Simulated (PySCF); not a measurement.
# H3Si···HF···H3Ge: magnetic exchange

Wanted: magnetic exchange for H3Si···HF···H3Ge.

Computed with PySCF 2.14.0 and routines of our own; the level stands in each step. Atoms count from 0.

### 1 The system as given

10 atoms, charge 0, high-spin multiplicity 3; geometry from: GFN2-xTB fragments, placed rigidly.

The system (radical pair across a spacer): H3Si···HF···H3Ge. The radical centres are 6.90 Å apart, edge to face; the spin sites are atoms 0, 1, 2, 3 (1 unpaired) and atoms 4, 5, 6, 7 (1 unpaired).

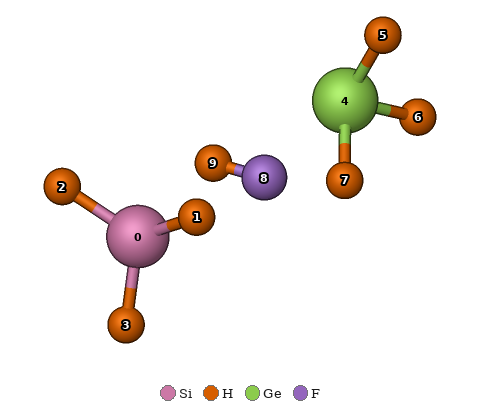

The starting geometry (silicon pink, hydrogen orange, germanium green, fluorine purple).

### 2 Magnetic exchange: CASSCF and SC-NEVPT2/def2-SVP (2,2)

What the job is given:

```
{"job": {"kind": "cas", "basis": "def2-SVP", "active": "magnetic", "zfs": true}, "charge": 0, "high_spin_multiplicity": 3, "spin_sites": [[[0, 1, 2, 3], 1], [[4, 5, 6, 7], 1]]}
Si    -0.200800    -0.000200    -3.336700
H      0.985800    -0.768700    -3.654300
H     -1.460900    -0.641500    -3.654300
H     -0.127200     1.411800    -3.654200
Ge    -0.200800    -0.000200     3.563300
H      0.468500    -1.378400     3.398400
H      0.468500     0.546000     4.839200
H      0.468500     0.831500     2.452000
F      0.265400    -0.000200     0.023300
H     -0.667000    -0.000200     0.023300
```

Level: CASSCF and SC-NEVPT2/def2-SVP spin states, gas phase.

Command:

```sh
> OMP_NUM_THREADS=1 python exch_run.py task.json out
```

This one command runs all jobs of the session in turn.

Log:

```text
start orbitals: natural orbitals of the high-spin HF determinant (converged)
active space: 2 electrons in 2 orbitals, 30 closed; orbitals optimised for multiplicities 3 1
macro   0  E = -2467.2545323042  dE =  0.000e+00  |g| = 1.050e-02
macro   1  E = -2467.2545832375  dE = -5.093e-05  |g| = 5.319e-03
macro   2  E = -2467.2546046280  dE = -2.139e-05  |g| = 1.995e-03
macro   3  E = -2467.2546054133  dE = -7.853e-07  |g| = 9.779e-04
macro   4  E = -2467.2546056283  dE = -2.150e-07  |g| = 5.857e-04
macro   5  E = -2467.2546056450  dE = -1.670e-08  |g| = 1.529e-04
CASSCF converged, mean energy = -2467.2546056450
2S+1 = 3  root 0  E(CAS) = -2467.25460742  E(NEVPT2) = -2467.78135194  occupations 1.000 1.000
2S+1 = 1  root 0  E(CAS) = -2467.25460387  E(NEVPT2) = -2467.78134846  occupations 1.001 0.999
2S+1 = 1  root 1  E(CAS) = -2466.98712690  E(NEVPT2) = -2467.59851052  occupations 2.000 0.000
2S+1 = 1  root 2  E(CAS) = -2466.89042857  E(NEVPT2) = -2467.50695810  occupations 2.000 0.000
D(spin-spin) = -0.0102 cm-1, E/D = 0.008
D(spin-orbit) = 0.0004 cm-1, D(total) = -0.0102 cm-1, E/D = 0.025
```

Run time: 3.9 s. Hardware: 1 thread of Arm Neoverse V1, shared host; peak memory 0.26 GiB.

Key values:

| quantity | value |
| --- | --- |
| J (CASSCF) | 0 cm⁻¹ |
| J (NEVPT2) | 0 cm⁻¹ |
| low less high spin (NEVPT2) | 0.0 kcal/mol |
| diradical index y0 | 1.00 |
| zero-field D | -0.010 cm⁻¹ |

Mulliken spin populations of the high-spin state:

| atom | value (e) |
| --- | --- |
| Si0 | 0.96 |
| H1 | 0.01 |
| H2 | 0.01 |
| H3 | 0.01 |
| Ge4 | 0.92 |
| H5 | 0.03 |
| H6 | 0.03 |
| H7 | 0.03 |
| F8 | 0.00 |
| H9 | 0.01 |

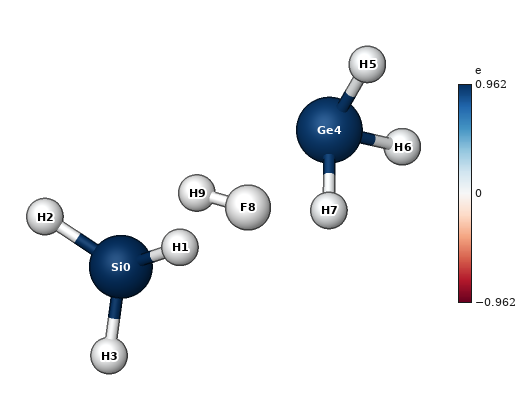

Mulliken spin populations of the high-spin state, as colours on the atoms.

### 3 Magnetic exchange: HF/def2-SVP

Settings changed since step 2:

```diff
@@ -1,2 +1,2 @@
-{"job": {"kind": "cas", "basis": "def2-SVP", "active": "magnetic", "zfs": true}, "charge": 0, "high_spin_multiplicity": 3, "spin_sites": [[[0, 1, 2, 3], 1], [[4, 5, 6, 7], 1]]}
+{"job": {"kind": "bs", "xc": "HF", "basis": "def2-SVP", "rks": true}, "charge": 0, "high_spin_multiplicity": 3, "spin_sites": [[[0, 1, 2, 3], 1], [[4, 5, 6, 7], 1]]}
 Si    -0.200800    -0.000200    -3.336700
```

With the program's defaults for keys left out, this is: HF/def2-SVP high-spin, broken-symmetry and restricted single points, gas phase.

Log:

```text
high-spin state, multiplicity 3
final grid: 74176 points
cycle   1  E = -2467.1851474958  dE = -1.359e+00  |g| = 3.517e-01  |ddm| = 1.850e+00
cycle   2  E = -2467.2452892377  dE = -6.014e-02  |g| = 1.724e-01  |ddm| = 4.124e-01
cycle   3  E = -2467.2559131140  dE = -1.062e-02  |g| = 3.878e-02  |ddm| = 1.313e-01
cycle   4  E = -2467.2576333698  dE = -1.720e-03  |g| = 1.113e-02  |ddm| = 7.328e-02
cycle   5  E = -2467.2578701009  dE = -2.367e-04  |g| = 4.230e-03  |ddm| = 3.098e-02
cycle   6  E = -2467.2579154738  dE = -4.537e-05  |g| = 1.507e-03  |ddm| = 1.608e-02
cycle   7  E = -2467.2579216791  dE = -6.205e-06  |g| = 6.445e-04  |ddm| = 6.019e-03
cycle   8  E = -2467.2579224370  dE = -7.579e-07  |g| = 3.451e-04  |ddm| = 1.581e-03
cycle   9  E = -2467.2579227660  dE = -3.290e-07  |g| = 1.387e-04  |ddm| = 1.439e-03
cycle  10  E = -2467.2579228297  dE = -6.370e-08  |g| = 3.992e-05  |ddm| = 7.990e-04
cycle  11  E = -2467.2579228342  dE = -4.507e-09  |g| = 9.235e-06  |ddm| = 1.980e-04
converged SCF energy = -2467.2579228342

broken-symmetry state, M_S = 0, start: spins of the second site flipped
final grid: 74176 points
cycle   1  E = -2467.2574495279  dE = -2.917e-03  |g| = 1.799e-02  |ddm| = 7.475e-02
cycle   2  E = -2467.2578046888  dE = -3.552e-04  |g| = 7.601e-03  |ddm| = 2.699e-02
cycle   3  E = -2467.2579004419  dE = -9.575e-05  |g| = 2.664e-03  |ddm| = 2.025e-02
cycle   4  E = -2467.2579180470  dE = -1.761e-05  |g| = 1.054e-03  |ddm| = 1.126e-02
cycle   5  E = -2467.2579198581  dE = -1.811e-06  |g| = 3.841e-04  |ddm| = 3.312e-03
cycle   6  E = -2467.2579202659  dE = -4.079e-07  |g| = 9.096e-05  |ddm| = 2.133e-03
cycle   7  E = -2467.2579202890  dE = -2.312e-08  |g| = 2.250e-05  |ddm| = 5.557e-04
cycle   8  E = -2467.2579202902  dE = -1.170e-09  |g| = 9.938e-06  |ddm| = 9.109e-05
converged SCF energy = -2467.2579202902

<S^2> high spin = 2.0098, broken symmetry = 1.0098
E(HS) - E(BS) = -0.56 cm-1
J_noodleman = 0.56 cm-1
J_unprojected = 0.28 cm-1
J_yamaguchi = 0.56 cm-1

restricted closed-shell singlet
final grid: 74176 points
cycle   1  E = -2466.7587215824  dE =  2.294e-01  |g| = 7.070e-01  |ddm| = 2.377e+00
cycle   2  E = -2466.8259140590  dE = -6.719e-02  |g| = 8.051e-01  |ddm| = 2.640e+00
cycle   3  E = -2467.0099278252  dE = -1.840e-01  |g| = 3.241e-01  |ddm| = 8.434e-01
cycle   4  E = -2466.8802763798  dE =  1.297e-01  |g| = 4.312e-01  |ddm| = 2.293e+00
cycle   5  E = -2467.0317638127  dE = -1.515e-01  |g| = 2.604e-01  |ddm| = 2.281e+00
cycle   6  E = -2467.0753513575  dE = -4.359e-02  |g| = 1.775e-01  |ddm| = 5.636e-01
cycle   7  E = -2467.0798386985  dE = -4.487e-03  |g| = 1.726e-01  |ddm| = 6.705e-02
cycle   8  E = -2467.0792018823  dE =  6.368e-04  |g| = 2.218e-01  |ddm| = 2.543e-01
cycle   9  E = -2467.1104308349  dE = -3.123e-02  |g| = 7.364e-02  |ddm| = 3.796e-01
cycle  10  E = -2467.1145962409  dE = -4.165e-03  |g| = 2.129e-02  |ddm| = 2.459e-01
cycle  11  E = -2467.1148266760  dE = -2.304e-04  |g| = 6.103e-03  |ddm| = 4.057e-02
cycle  12  E = -2467.1148342915  dE = -7.616e-06  |g| = 5.747e-03  |ddm| = 2.735e-02
cycle  13  E = -2467.1148498590  dE = -1.557e-05  |g| = 2.050e-03  |ddm| = 7.244e-03
cycle  14  E = -2467.1148521814  dE = -2.322e-06  |g| = 2.037e-04  |ddm| = 4.503e-03
cycle  15  E = -2467.1148522049  dE = -2.347e-08  |g| = 5.171e-05  |ddm| = 3.453e-04
cycle  16  E = -2467.1148522065  dE = -1.674e-09  |g| = 1.780e-06  |ddm| = 1.221e-04
converged SCF energy = -2467.1148522065
```

Run time: 2.5 s. Hardware: 1 thread of Arm Neoverse V1, shared host; peak memory 0.26 GiB.

From this job:

| quantity | value |
| --- | --- |
| J (Yamaguchi) | 1 cm⁻¹ |
| low less high spin, projected | 0.0 kcal/mol |
| closed shell less high spin (no spin gap: the broken-symmetry state lies far lower) | 89.8 kcal/mol |

### 4 Magnetic exchange: M06-2X/def2-SVP

Settings changed since step 3:

```diff
@@ -1,2 +1,2 @@
-{"job": {"kind": "bs", "xc": "HF", "basis": "def2-SVP", "rks": true}, "charge": 0, "high_spin_multiplicity": 3, "spin_sites": [[[0, 1, 2, 3], 1], [[4, 5, 6, 7], 1]]}
+{"job": {"kind": "bs", "xc": "M06-2X", "grid": 2, "basis": "def2-SVP", "rks": true}, "charge": 0, "high_spin_multiplicity": 3, "spin_sites": [[[0, 1, 2, 3], 1], [[4, 5, 6, 7], 1]]}
 Si    -0.200800    -0.000200    -3.336700
```

Level: M06-2X/def2-SVP high-spin, broken-symmetry and restricted single points, gas phase.

Log:

```text
high-spin state, multiplicity 3
final grid: 74176 points
cycle   1  E = -2469.9028520532  dE = -9.953e-03  |g| = 3.565e-02  |ddm| = 2.509e-01
cycle   2  E = -2469.9033798612  dE = -5.278e-04  |g| = 2.288e-02  |ddm| = 5.599e-02
cycle   3  E = -2469.9035060605  dE = -1.262e-04  |g| = 4.453e-03  |ddm| = 1.480e-02
cycle   4  E = -2469.9035180032  dE = -1.194e-05  |g| = 1.375e-03  |ddm| = 8.380e-03
cycle   5  E = -2469.9035196485  dE = -1.645e-06  |g| = 4.484e-04  |ddm| = 3.251e-03
cycle   6  E = -2469.9035198338  dE = -1.853e-07  |g| = 1.973e-04  |ddm| = 1.174e-03
cycle   7  E = -2469.9035198796  dE = -4.583e-08  |g| = 5.621e-05  |ddm| = 5.751e-04
cycle   8  E = -2469.9035198875  dE = -7.924e-09  |g| = 1.439e-05  |ddm| = 2.633e-04
converged SCF energy = -2469.9035198875

broken-symmetry state, M_S = 0, start: spins of the second site flipped
final grid: 74176 points
cycle   1  E = -2469.9034088299  dE = -1.631e-03  |g| = 8.046e-03  |ddm| = 6.829e-02
cycle   2  E = -2469.9035028291  dE = -9.400e-05  |g| = 2.814e-03  |ddm| = 1.771e-02
cycle   3  E = -2469.9035184187  dE = -1.559e-05  |g| = 9.964e-04  |ddm| = 8.907e-03
cycle   4  E = -2469.9035196061  dE = -1.187e-06  |g| = 6.431e-04  |ddm| = 2.268e-03
cycle   5  E = -2469.9035199474  dE = -3.413e-07  |g| = 1.105e-04  |ddm| = 1.293e-03
cycle   6  E = -2469.9035199677  dE = -2.028e-08  |g| = 3.766e-05  |ddm| = 3.185e-04
cycle   7  E = -2469.9035199713  dE = -3.572e-09  |g| = 1.239e-05  |ddm| = 1.517e-04
converged SCF energy = -2469.9035199713

<S^2> high spin = 2.0053, broken symmetry = 1.0053
E(HS) - E(BS) = 0.02 cm-1
J_noodleman = -0.02 cm-1
J_unprojected = -0.01 cm-1
J_yamaguchi = -0.02 cm-1

restricted closed-shell singlet
final grid: 74176 points
cycle   1  E = -2469.3223379452  dE =  3.273e-01  |g| = 8.464e-01  |ddm| = 2.452e+00
cycle   2  E = -2461.9504656616  dE =  7.372e+00  |g| = 2.107e+00  |ddm| = 7.657e+00
cycle   3  E = -2469.5721837802  dE = -7.622e+00  |g| = 3.527e-01  |ddm| = 7.531e+00
cycle   4  E = -2469.5859249858  dE = -1.374e-02  |g| = 5.275e-01  |ddm| = 2.223e+00
cycle   5  E = -2469.6533868608  dE = -6.746e-02  |g| = 3.663e-01  |ddm| = 3.938e-01
cycle   6  E = -2469.5309760287  dE =  1.224e-01  |g| = 4.825e-01  |ddm| = 2.222e+00
cycle   7  E = -2469.5561736767  dE = -2.520e-02  |g| = 4.271e-01  |ddm| = 1.401e-01
cycle   8  E = -2469.6655950642  dE = -1.094e-01  |g| = 3.319e-01  |ddm| = 2.191e+00
cycle   9  E = -2469.6749729674  dE = -9.378e-03  |g| = 3.039e-01  |ddm| = 8.889e-02
cycle  10  E = -2469.5737458667  dE =  1.012e-01  |g| = 4.155e-01  |ddm| = 2.158e+00
cycle  11  E = -2469.5881202182  dE = -1.437e-02  |g| = 4.424e-01  |ddm| = 1.954e-01
cycle  12  E = -2469.5444365424  dE =  4.368e-02  |g| = 4.888e-01  |ddm| = 2.093e-01
cycle  13  E = -2469.5679775873  dE = -2.354e-02  |g| = 4.637e-01  |ddm| = 1.160e-01
cycle  14  E = -2469.5731522462  dE = -5.175e-03  |g| = 4.590e-01  |ddm| = 2.939e-02
cycle  15  E = -2469.5900159602  dE = -1.686e-02  |g| = 4.472e-01  |ddm| = 8.631e-02
cycle  16  E = -2469.5393824851  dE =  5.063e-02  |g| = 5.011e-01  |ddm| = 2.334e-01
cycle  17  E = -2469.5747936956  dE = -3.541e-02  |g| = 5.473e-01  |ddm| = 2.325e+00
cycle  18  E = -2469.5274553662  dE =  4.734e-02  |g| = 6.319e-01  |ddm| = 2.228e-01
cycle  19  E = -2469.5142311614  dE =  1.322e-02  |g| = 5.154e-01  |ddm| = 2.437e+00
cycle  20  E = -2469.5411085509  dE = -2.688e-02  |g| = 4.617e-01  |ddm| = 1.436e-01
cycle  21  E = -2469.6877328708  dE = -1.466e-01  |g| = 2.910e-01  |ddm| = 2.169e+00
cycle  22  E = -2469.5573780719  dE =  1.304e-01  |g| = 4.924e-01  |ddm| = 2.114e+00
cycle  23  E = -2469.5535362721  dE =  3.842e-03  |g| = 4.981e-01  |ddm| = 1.932e-02
cycle  24  E = -2469.5154120961  dE =  3.812e-02  |g| = 5.475e-01  |ddm| = 1.622e-01
cycle  25  E = -2469.5490630331  dE = -3.365e-02  |g| = 5.042e-01  |ddm| = 1.449e-01
cycle  26  E = -2469.5326005652  dE =  1.646e-02  |g| = 5.095e-01  |ddm| = 1.140e-01
cycle  27  E = -2469.6393169371  dE = -1.067e-01  |g| = 4.086e-01  |ddm| = 2.217e+00
cycle  28  E = -2469.5575115900  dE =  8.181e-02  |g| = 4.890e-01  |ddm| = 2.182e+00
cycle  29  E = -2469.5395072636  dE =  1.800e-02  |g| = 5.111e-01  |ddm| = 7.960e-02
cycle  30  E = -2469.6066638572  dE = -6.716e-02  |g| = 4.814e-01  |ddm| = 2.265e+00
cycle  31  E = -2469.6558026051  dE = -4.914e-02  |g| = 3.683e-01  |ddm| = 3.309e-01
cycle  32  E = -2469.5399754623  dE =  1.158e-01  |g| = 4.981e-01  |ddm| = 2.184e+00
cycle  33  E = -2469.5399033503  dE =  7.211e-05  |g| = 4.987e-01  |ddm| = 8.159e-03
cycle  34  E = -2469.5399276063  dE = -2.426e-05  |g| = 4.984e-01  |ddm| = 5.388e-03
cycle  35  E = -2469.5551205951  dE = -1.519e-02  |g| = 4.778e-01  |ddm| = 8.019e-02
SCF not converged, last energy = -2469.5551205951
restart with level shift 0.3
final grid: 74176 points
cycle   1  E = -2469.3954028683  dE =  2.542e-01  |g| = 7.530e-01  |ddm| = 2.370e+00
cycle   2  E = -2469.4398398123  dE = -4.444e-02  |g| = 8.553e-01  |ddm| = 2.728e+00
cycle   3  E = -2469.6076715861  dE = -1.678e-01  |g| = 4.777e-01  |ddm| = 7.030e-01
cycle   4  E = -2469.6822135471  dE = -7.454e-02  |g| = 3.084e-01  |ddm| = 4.717e-01
cycle   5  E = -2469.7436205039  dE = -6.141e-02  |g| = 1.591e-01  |ddm| = 5.172e-01
cycle   6  E = -2469.7965142400  dE = -5.289e-02  |g| = 1.014e-01  |ddm| = 5.027e-01
cycle   7  E = -2469.8166824281  dE = -2.017e-02  |g| = 7.495e-02  |ddm| = 3.612e-01
cycle   8  E = -2469.8181536816  dE = -1.471e-03  |g| = 1.062e-01  |ddm| = 2.360e-01
cycle   9  E = -2469.8036775746  dE =  1.448e-02  |g| = 1.961e-01  |ddm| = 2.214e-01
cycle  10  E = -2469.7930935440  dE =  1.058e-02  |g| = 2.267e-01  |ddm| = 1.319e-01
...
cycle  61  E = -2469.8232745470  dE = -3.601e-08  |g| = 3.741e-04  |ddm| = 1.256e-04
cycle  62  E = -2469.8232745739  dE = -2.690e-08  |g| = 3.250e-04  |ddm| = 1.092e-04
cycle  63  E = -2469.8232745945  dE = -2.055e-08  |g| = 2.822e-04  |ddm| = 9.624e-05
cycle  64  E = -2469.8232746101  dE = -1.558e-08  |g| = 2.446e-04  |ddm| = 8.411e-05
cycle  65  E = -2469.8232746219  dE = -1.185e-08  |g| = 2.118e-04  |ddm| = 7.391e-05
cycle  66  E = -2469.8232746310  dE = -9.097e-09  |g| = 1.825e-04  |ddm| = 6.537e-05
cycle  67  E = -2469.8232746380  dE = -7.021e-09  |g| = 1.563e-04  |ddm| = 5.840e-05
cycle  68  E = -2469.8232746432  dE = -5.178e-09  |g| = 1.338e-04  |ddm| = 5.074e-05
cycle  69  E = -2469.8232746471  dE = -3.856e-09  |g| = 1.144e-04  |ddm| = 4.401e-05
cycle  70  E = -2469.8232746497  dE = -2.676e-09  |g| = 9.918e-05  |ddm| = 3.632e-05
level shift removed, Fock matrix diagonalised once more
converged SCF energy = -2469.8232746497
```

Run time: 56 s. Hardware: 1 thread of Arm Neoverse V1, shared host; peak memory 0.45 GiB.

From this job:

| quantity | value |
| --- | --- |
| J (Yamaguchi) | 0 cm⁻¹ |
| low less high spin, projected | 0.0 kcal/mol |
| closed shell less high spin (no spin gap: the broken-symmetry state lies far lower) | 50.4 kcal/mol |

### 5 The levels compared

J for H = −2J S1·S2; the gap is low spin less high spin (projected; unprojected where the broken-symmetry state collapsed; or NEVPT2):

| step | level | geometry | J (cm⁻¹) | gap (kcal/mol) | time |
| --- | --- | --- | --- | --- | --- |
| 2 | CASSCF and SC-NEVPT2/def2-SVP (2,2) | one | 0 | 0.0 | 3.9 s |
| 3 | HF/def2-SVP | one | 1 | 0.0 | 2.5 s |
| 4 | M06-2X/def2-SVP | one | 0 | 0.0 | 56 s |

CASSCF times leave out a start SCF that an earlier step had already made.

### 6 Outcome

```
                                                                 quantity                                        value
                 J (CASSCF) (step 2, CASSCF and SC-NEVPT2/def2-SVP (2,2))                                       0 cm⁻¹
                 J (NEVPT2) (step 2, CASSCF and SC-NEVPT2/def2-SVP (2,2))                                       0 cm⁻¹
low less high spin (NEVPT2) (step 2, CASSCF and SC-NEVPT2/def2-SVP (2,2))                                 0.0 kcal/mol
         diradical index y0 (step 2, CASSCF and SC-NEVPT2/def2-SVP (2,2))                                         1.00
                                                                        J  0 (M06-2X/def2-SVP) to 1 cm⁻¹ (HF/def2-SVP)
```

**Reading.** The levels with a meaningful J give a negligible coupling, from 0 to 1 cm⁻¹.
